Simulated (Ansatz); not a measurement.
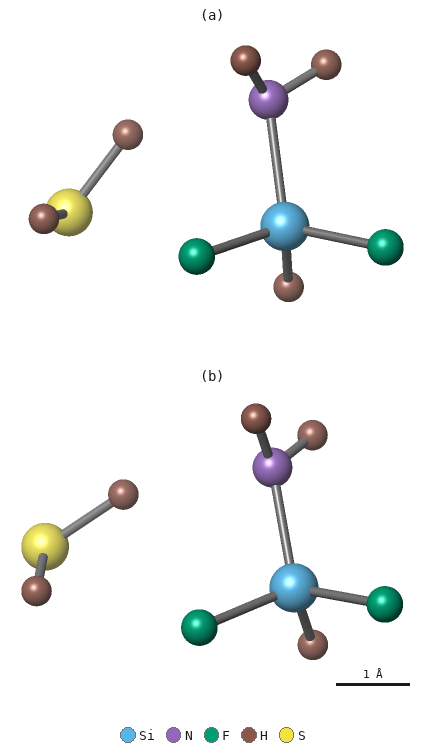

The structure of SiNH₅SF₂ before (top) and after (bottom) a relaxation, at one scale.

A ball-and-stick model, seen at a tilt.

The run prepares an end point of a later path (reaction) calculation, from a guessed geometry.

Level of theory: Ansatz, RKS PBE/def2-SVP.

Input file:
```yaml
crystal:
  periodic: [false, false, false]
  atoms:
    - { symbol: Si, position_ang: [0.048986, -0.940473, -0.593725] }
    - { symbol: "N", position_ang: [1.213711, -0.005238, 0.381676] }
    - { symbol: F, position_ang: [0.636872, -2.412655, -0.997875] }
    - { symbol: F, position_ang: [-1.217307, -1.229067, 0.39156] }
    - { symbol: H, position_ang: [-0.330662, -0.270315, -1.858652] }
    - { symbol: H, position_ang: [-0.243044, 1.799733, 0.387253] }
    - { symbol: S, position_ang: [-1.521552, 2.089922, 0.006658] }
    - { symbol: H, position_ang: [2.162915, 0.073585, -0.00015] }
    - { symbol: H, position_ang: [1.270162, -0.309846, 1.361752] }
    - { symbol: H, position_ang: [-2.02018, 1.204253, 0.921604] }
basis:
  gaussian: { orbitals: def2-SVP }
hamiltonian:
  xc: pbe
relax:
  f_tol: 0.03
  max_steps: 50
```

Launched with:
```bash
ansatz run input.yaml --threads 2 --pin off --max-ram 3072MiB --backend cpu --events-out ev --progress --plain --runs-dir out
```

Q: What changed between the two?

A: The largest move after the best rigid fit is that of S7, 0.49 Å. Largest moves by element: S 0.49 Å, H 0.36 Å, F 0.28 Å, Si 0.15 Å, N 0.11 Å. Some distances before and after: Si1–N2 1.784 → 1.722 Å, S7–H10 1.368 → 1.362 Å, H6–S7 1.365 → 1.369 Å. Among the angles between lasting bonds that change: Si1–N2–H9 113.7° → 120.3°, Si1–N2–H8 116.2° → 119.1°, N2–Si1–H5 113.4° → 110.6°. Groups turn about Si1–N2 by about 25°. After 11 accepted moves (12 points after the start) the energy has fallen by 8.49 kJ/mol. Largest force component: 0.8 eV/Å at the start, 0.029 eV/Å at the end. The line search rejected the trial step at point 4 of the run. The run took 14 s on 2 threads of Intel(R) Xeon(R) 6975P-C (Granite Rapids) (shared host), peak memory 0.16 GiB.

Limits of the set-up: the start holds two separate molecules, 2.3 Å apart at their closest, whose relative position is a soft coordinate and is computed without a dispersion correction.
